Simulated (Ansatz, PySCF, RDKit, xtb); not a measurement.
# Isomers of SnH2S2, a sample narrowed down, part 2 of 2

A sample of isomers of SnH2S2 is drawn. Aim: find which of them has the lowest free energy at 298.15 K, then its properties. The sample is small against all isomers, and the most stable one of this formula need not be in it. One structure proposed beforehand is put among the starts (marked given), to see whether the search confirms or beats it.

xtb, Ansatz and PySCF; isolated molecules. Earlier steps stand in the parts before.

## Step 13: Frequencies after a tight-binding relaxation (GFN2-xTB)

The input, start.xyz:

```xyz
5
c356b
S     -1.669535     0.113600     0.680236
S     -3.283006    -1.303407     3.539214
Sn    -1.022012    -0.552878     2.953449
H     -0.432522     0.534112     0.332386
H     -3.851257    -1.009312     2.347881
```

Started as:

```bash
xtb start.xyz --gfn 2 --ohess tight
```

The program printed, shortened:

```text
* xtb version 6.7.1
[...]
          :  # basis functions                  32          :
[...]
          :  # electrons                        18          :
[...]
          :  Hamiltonian                  GFN2-xTB          :
[...]
          :  net charge                          0          :
          :  unpaired electrons                  0          :
[...]
   *** convergence criteria satisfied after 14 iterations ***
[...]
   *** GEOMETRY OPTIMIZATION CONVERGED AFTER 10 ITERATIONS ***
[...]
   *** convergence criteria satisfied after 3 iterations ***
[...]
         ::                     SUMMARY                     ::
         :::::::::::::::::::::::::::::::::::::::::::::::::::::
         :: total energy              -9.716974707397 Eh    ::
         :: gradient norm              0.000222837405 Eh/a0 ::
         :: HOMO-LUMO gap              3.052412155896 eV    ::
         ::.................................................::
         :: SCC energy                -9.741543059527 Eh    ::
         :: -> isotropic ES            0.005225821453 Eh    ::
         :: -> anisotropic ES          0.001299268459 Eh    ::
         :: -> anisotropic XC          0.001171882588 Eh    ::
         :: -> dispersion             -0.003855785407 Eh    ::
         :: repulsion energy           0.024568352130 Eh    ::
         :: add. restraining           0.000000000000 Eh    ::
         :: total charge               0.000000000000 e     ::
         :::::::::::::::::::::::::::::::::::::::::::::::::::::
[...]
         9        2.0000           -0.3861610             -10.5080 (HOMO)
        10                         -0.2739874              -7.4556 (LUMO)
[...]
     #   Z          covCN         q      C6AA      α(0)
Molecule has the following symmetry elements: (sigma)
It seems to be the Cs point group
     1  16 S        1.798    -0.384   157.954    21.154
     2  16 S        1.800    -0.372   157.398    21.117
     3  50 Sn       1.751     0.372   446.427    45.408
     4   1 H        0.923     0.180     1.205     1.717
     5   1 H        0.923     0.204     1.079     1.624
[...]
          | TOTAL ENERGY               -9.716974707391 Eh   |
          | TOTAL ENTHALPY             -9.693854786910 Eh   |
          | TOTAL FREE ENERGY          -9.731577253763 Eh   |
          | GRADIENT NORM               0.000222763336 Eh/α |
[...]
```

Wall time 0.1 s (2 threads of Intel Xeon Platinum 8488C (Sapphire Rapids), shared host).

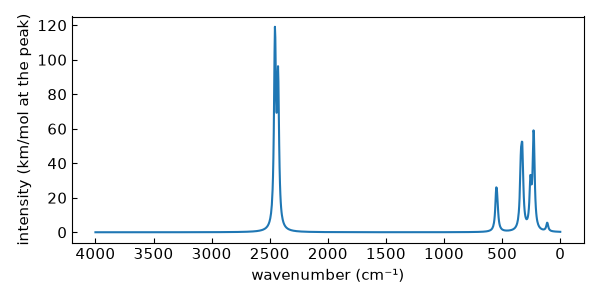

Harmonic infrared spectrum, unscaled, lines broadened by 10 cm⁻¹.

## Step 14: Electronic excitations (TD-CAM-B3LYP/def2-SVPD)

An in-house driver calls PySCF's response routines at TD-CAM-B3LYP/def2-SVPD; it has no typed input.

The program printed:

```text
coarse grid: 25608 points
cycle   1  E = -1009.5180951562  dE = -2.080e+01  |g| = 2.776e+00  |ddm| = 8.262e+00
cycle   2  E = -986.2543488178  dE =  2.326e+01  |g| = 9.407e+00  |ddm| = 1.229e+01
cycle   3  E = -1011.5212330088  dE = -2.527e+01  |g| = 7.411e-01  |ddm| = 1.000e+01
cycle   4  E = -1011.6795283728  dE = -1.583e-01  |g| = 3.490e-01  |ddm| = 1.516e+00
cycle   5  E = -1011.7148947194  dE = -3.537e-02  |g| = 5.107e-02  |ddm| = 5.650e-01
cycle   6  E = -1011.7158760129  dE = -9.813e-04  |g| = 1.671e-02  |ddm| = 1.131e-01
cycle   7  E = -1011.7159816687  dE = -1.057e-04  |g| = 3.203e-03  |ddm| = 2.638e-02
cycle   8  E = -1011.7159875501  dE = -5.881e-06  |g| = 8.823e-04  |ddm| = 8.313e-03
final grid: 48280 points
cycle   9  E = -1011.7159451546  dE = -5.532e-07  |g| = 7.233e-04  |ddm| = 2.899e-03
cycle  10  E = -1011.7159452398  dE = -8.523e-08  |g| = 6.766e-04  |ddm| = 2.125e-03
cycle  11  E = -1011.7159453992  dE = -1.594e-07  |g| = 7.223e-05  |ddm| = 9.999e-04
cycle  12  E = -1011.7159454060  dE = -6.782e-09  |g| = 3.585e-05  |ddm| = 2.807e-04
cycle  13  E = -1011.7159454072  dE = -1.170e-09  |g| = 2.961e-06  |ddm| = 1.320e-04
cycle  14  E = -1011.7159454072  dE = -2.319e-11  |g| = 1.399e-06  |ddm| = 1.101e-05
converged SCF energy = -1011.7159454072

Static polarisability (au): isotropic 90.578, principal 66.194 93.333 112.206

Singlet excitations
state   eV       nm        f      main configurations
  1   3.6009    344.3   0.02101   H->L 0.99
  2   4.0622    305.2   0.03454   H-1->L 0.94
  3   4.7185    262.8   0.00007   H-3->L 0.98
  4   4.7798    259.4   0.00837   H-2->L 0.88
  5   5.3399    232.2   0.01500   H-1->L+1 0.87
  6   5.6730    218.6   0.00816   H-1->L+2 0.78
  7   5.7056    217.3   0.27960   H->L+1 0.86
  8   5.9666    207.8   0.00113   H-2->L+1 0.61, H-1->L+3 0.32

Triplet excitations (Tamm-Dancoff, eV): 2.6986 3.3953 3.9957
```

Run time: 5.1 s. Hardware: 2 threads of Intel Xeon Platinum 8488C (Sapphire Rapids), shared host.

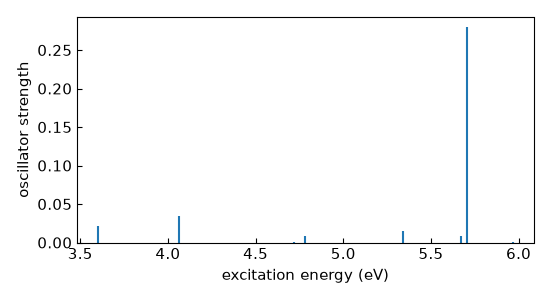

Vertical excitations as sticks.

The roots found:

| excited state | energy (eV) | strength |
| --- | --- | --- |
| 1 | 3.601 | 0.0210 |
| 2 | 4.062 | 0.0345 |
| 3 | 4.718 | 0.0001 |
| 4 | 4.780 | 0.0084 |
| 5 | 5.340 | 0.0150 |
| 6 | 5.673 | 0.0082 |
| 7 | 5.706 | 0.2796 |
| 8 | 5.967 | 0.0011 |

## Step 15: The cation at the same geometry (PBE0/def2-TZVPD)

The input, input.yaml:

```yaml
crystal:
  periodic: [false, false, false]
  atoms:
    - {symbol: S, position_ang: [-1.669535, 0.113600, 0.680236]}
    - {symbol: S, position_ang: [-3.283006, -1.303407, 3.539214]}
    - {symbol: Sn, position_ang: [-1.022012, -0.552878, 2.953449]}
    - {symbol: H, position_ang: [-0.432522, 0.534112, 0.332386]}
    - {symbol: H, position_ang: [-3.851257, -1.009312, 2.347881]}
basis:
  gaussian:
    orbitals: def2-TZVPD
total_charge: 1
magnetization:
  spin_polarized: true
  initial_magnetization: 1
hamiltonian:
  xc: pbe0
```

Started as:

```bash
ansatz run input.yaml --threads 2 --pin off --max-ram 5220MiB --events-out events.jsonl --progress --plain --runs-dir runs
```

The program printed:

```text
Warning: RAYON_NUM_THREADS=2 ignored (pool sized by the plan → 2); use --threads N
[... 2 set-up lines as earlier in the session ...]
  parameter a = 0.25
  parameter kappa = 0.804
  parameter beta = 0.06672455060314922
  exchange = (1 - a)*pbe_x(kappa = kappa, mu = beta*pi^2/3) + a*exact_x
  correlation = pbe_c(beta = beta)
1220 factors; their error is unknown
mean field evaluation 1: about -27514.6508 eV, gradient 3.2e1 eV
mean field evaluation 2: about -27484.0032 eV, gradient 7.6e1 eV
mean field evaluation 4: about -27520.8590 eV, gradient 5.0e0 eV
mean field evaluation 8: about -27521.0074 eV, gradient 7.3e-2 eV
mean field evaluation 16: about -27521.1347 eV, gradient 1.1e-3 eV
mean field evaluation 32: about -27521.1485 eV, gradient 1.8e-5 eV
mean field evaluation 64: about -27521.1485 eV, gradient 1.6e-2 eV
mean field -27521.14852924 eV, -1011.3835539452 hartree, gradient 4.9e-6 eV, S^2 0.773049; 7 other end points of the search recorded, 0 dependent functions left out
reference -27521.14857319 eV, -1011.3835555600 hartree; 28, 27 occupied and 138, 139 virtual orbitals, 1220 factors
Total energy: -27521.14857319 eV, -1011.3835555600 hartree
```

Run time: 26 s. Hardware: 2 threads of Intel Xeon Platinum 8488C (Sapphire Rapids), shared host; peak memory 0.79 GiB.

Difference from the parent: 9.14 eV.

## Step 16: The anion at the same geometry (PBE0/def2-TZVPD)

The input, input.yaml:

```yaml
crystal:
  periodic: [false, false, false]
  atoms:
    - symbol: S
      position_ang: [-1.669535, 0.113600, 0.680236]
    - symbol: S
      position_ang: [-3.283006, -1.303407, 3.539214]
    - symbol: Sn
      position_ang: [-1.022012, -0.552878, 2.953449]
    - symbol: H
      position_ang: [-0.432522, 0.534112, 0.332386]
    - symbol: H
      position_ang: [-3.851257, -1.009312, 2.347881]
basis:
  gaussian:
    orbitals: def2-TZVPD
total_charge: -1
magnetization:
  spin_polarized: true
  initial_magnetization: 1
hamiltonian:
  xc: {name: PBE0}
scf:
  lower_state_search: off
```

Started as:

```bash
ansatz run input.yaml --threads 2 --pin off --max-ram 5220MiB --events-out events.jsonl --progress --plain --runs-dir runs
```

The program printed, shortened:

```text
Warning: RAYON_NUM_THREADS=2 ignored (pool sized by the plan → 2); use --threads N
[... 2 set-up lines as earlier in the session ...]
[...]
1220 factors; their error is unknown
[...]
mean field -27531.26114163 eV, -1011.7551855958 hartree, gradient 8.0e-6 eV, S^2 0.754781; 0 other end points of the search recorded, 0 dependent functions left out
reference -27531.26118204 eV, -1011.7551870807 hartree; 29, 28 occupied and 137, 138 virtual orbitals, 1220 factors
Total energy: -27531.26118204 eV, -1011.7551870807 hartree
Checks for a lower state left out: stability, starts, cluster_reference, orbital_swaps, neighbouring_geometries, increment
```

Wall time 3.3 s (2 threads of Intel Xeon Platinum 8488C (Sapphire Rapids), shared host); peak memory 0.5 GiB.

Parent less the species with the added electron: 0.97 eV.

## Step 17: The triplet at the same geometry (PBE0/def2-TZVPD)

The input, input.yaml:

```yaml
crystal:
  periodic: [false, false, false]
  atoms:
    - {symbol: S, position_ang: [-1.669535, 0.113600, 0.680236]}
    - {symbol: S, position_ang: [-3.283006, -1.303407, 3.539214]}
    - {symbol: Sn, position_ang: [-1.022012, -0.552878, 2.953449]}
    - {symbol: H, position_ang: [-0.432522, 0.534112, 0.332386]}
    - {symbol: H, position_ang: [-3.851257, -1.009312, 2.347881]}
basis:
  gaussian:
    orbitals: def2-TZVPD
magnetization:
  spin_polarized: true
  initial_magnetization: 2
hamiltonian:
  xc: {name: PBE0}
```

Started as:

```bash
ansatz run input.yaml --threads 2 --pin off --max-ram 5220MiB --events-out events.jsonl --progress --plain --runs-dir runs
```

The program printed, shortened:

```text
Warning: RAYON_NUM_THREADS=2 ignored (pool sized by the plan → 2); use --threads N
[... 7 set-up lines as earlier in the session ...]
1220 factors; their error is unknown
mean field evaluation 1: about -27525.9835 eV, gradient 1.6e1 eV
mean field evaluation 2: about -27524.6047 eV, gradient 2.3e1 eV
mean field evaluation 4: about -27527.4801 eV, gradient 9.5e-1 eV
mean field evaluation 8: about -27527.4866 eV, gradient 6.7e-2 eV
mean field evaluation 16: about -27527.6145 eV, gradient 5.0e-4 eV
mean field -27527.61450101 eV, -1011.6211740249 hartree, gradient 2.0e-5 eV, S^2 2.005582; 2 other end points of the search recorded, 0 dependent functions left out
reference -27527.61454926 eV, -1011.6211757980 hartree; 29, 27 occupied and 137, 139 virtual orbitals, 1220 factors
Total energy: -27527.61454926 eV, -1011.6211757980 hartree
```

It took 6.6 s on 2 threads of Intel Xeon Platinum 8488C (Sapphire Rapids), shared host; peak memory 0.56 GiB.

It lies 2.68 eV above the singlet.

## Step 18: Stability of the closed-shell solution (PBE0/def2-SVP)

The input, input.py:

```python
# [SH][Sn][SH]
from pyscf import gto, dft

mol = gto.M(
    atom='''
S     -1.669535     0.113600     0.680236
S     -3.283006    -1.303407     3.539214
Sn    -1.022012    -0.552878     2.953449
H     -0.432522     0.534112     0.332386
H     -3.851257    -1.009312     2.347881
''',
    max_memory=3720,
    basis='def2-svp',
    verbose=3,
    ecp={'Sn': 'def2-svp'},
)

ks = dft.RKS(mol, xc='pbe0')
ks = ks.density_fit(auxbasis='def2-universal-jkfit')
ks.grids.level = 3
ks.max_cycle = 100
ks.kernel()
if not ks.converged:
    ks = ks.newton().run(ks.mo_coeff, ks.mo_occ)

e_tot = ks.e_tot
print(f'total energy: {e_tot:.8f} hartree')
mo_i, mo_e, stable_i, stable_e = ks.stability(internal=True, external=True, return_status=True)
print('stable: internal', stable_i, 'external', stable_e)
```

Started as:

```bash
OMP_NUM_THREADS=2 python input.py
```

The program printed:

```text
converged SCF energy = -1011.43276423933
total energy: -1011.43276424 hartree
<class 'pyscf.df.df_jk.DFRKS'> wavefunction is stable in the internal stability analysis
<class 'pyscf.df.df_jk.DFRKS'> wavefunction is stable in the real -> complex stability analysis
<class 'pyscf.df.df_jk.DFRKS'> wavefunction is stable in the RHF/RKS -> UHF/UKS stability analysis
stable: internal True external True
```

It took 25 s on 2 threads of Intel Xeon Platinum 8488C (Sapphire Rapids), shared host.

## Step 19: Outcome

The summary covers parts 1 to 2.

```
                                                   quantity                                                                  value
                                     lowest structure found                                              [SH][Sn][SH], singlet, Cs
                                              next finalist                        [SH][Sn][SH], singlet, 1.6 kcal/mol higher in G
                  share at equilibrium, among the finalists                                                                 94.2 %
                                                     funnel  3 starts, 3 minima at GFN2-xTB, 5 screening runs, 3 relaxed, 3 ranked
                                       CPU time of all runs                                                                7.2 min
harmonic wavenumbers, lowest and highest (PBE0-D4/def2-SVP)                                                      118 and 2710 cm⁻¹
                        rotational constants, same geometry                                          0.1376, 0.07886, 0.05013 cm⁻¹
                            dipole moment (PBE0/def2-TZVPD)                                                                 2.29 D
                              HOMO energy (PBE0/def2-TZVPD)                                                               -7.27 eV
                              LUMO energy (PBE0/def2-TZVPD)                                                               -2.60 eV
                            HOMO–LUMO gap (PBE0/def2-TZVPD)                                                                4.68 eV
                 lowest excitation (TD-CAM-B3LYP/def2-SVPD)                                                    3.60 eV (f = 0.021)
               strongest of the states computed, same level                                                    5.71 eV (f = 0.280)
        lowest triplet excitation, same level, Tamm-Dancoff                                                                2.70 eV
                                 vertical ionisation energy                                                                9.14 eV
                                 vertical electron affinity                                                                0.97 eV
                              vertical triplet less singlet                                                               +2.68 eV
```

What this shows: The search ends on `[SH][Sn][SH]`. The next finalist is drawn with the same bonds. At 1.6 kcal/mol the two aren't resolved. GFN2-xTB, HF/STO-3G, r2SCAN-D4/def2-SVP, PBE0-D4/def2-SVP, HF/def2-TZVP and MP2/def2-TZVP already put its bonding pattern lowest among the structures in one piece. The largest share of the time went into the vibrations (33 %). Spin-orbit coupling, which matters for elements this heavy, is left out. The search beats the structure proposed beforehand. The search is not exhaustive (a finite list of starts, one conformer a finalist), so a lower isomer can't be ruled out. Only 2 drawn patterns were tried, so whole families of isomers are missing, and the result ranks this sample alone. The lowest isomer need not be the one that is made and kept in a bottle, which depends on barriers.
